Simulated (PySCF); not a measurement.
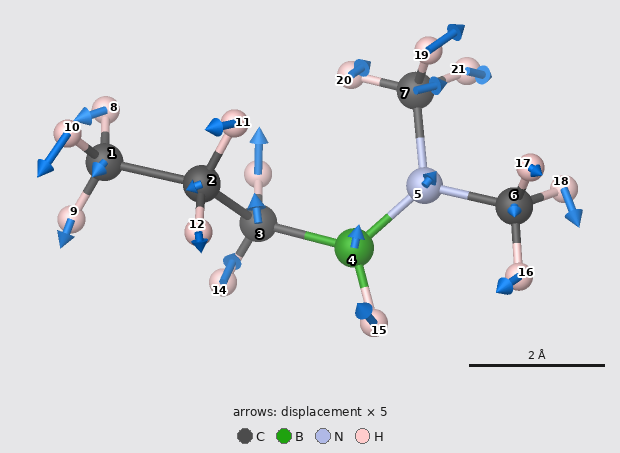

A relaxation of C₅H₁₄BN. The starting structure is drawn; blue arrows show the displacements, 5 times their true length. The two geometries are superimposed by the best rigid fit.

Style: ball-and-stick. Shown at a tilt.

The start comes from GFN2-xTB. Its atoms were then displaced at random by about 0.01 Å.

The calculation used PBE0-D3(BJ)/def2-SVP geometry optimisation, gas phase (PySCF). 

**Atoms of which element are displaced furthest, and by how much?**

Hydrogen: up to 0.17 Å, against 0.12 Å for carbon.

**What did the optimiser do to the structure, and how much energy did it gain?**

An H atom moves most after the best rigid fit: 0.17 Å. Largest moves by element: H 0.17 Å, C 0.12 Å, B 0.07 Å, N 0.06 Å. Among the contacts that change: C–H 1.060 → 1.096 Å, B–C 1.547 → 1.582 Å, C–C 1.547 → 1.521 Å, B–H 1.191 → 1.216 Å. Among the angles between lasting bonds that change: H–C–H 111.1° → 107.7°, H–C–H 108.2° → 105.3°, B–N–C 125.0° → 122.4°. Over 10 geometry steps the energy falls by 0.162 eV. Cost: 2.1 min on 1 thread of Arm Neoverse V2, with other jobs on the host.
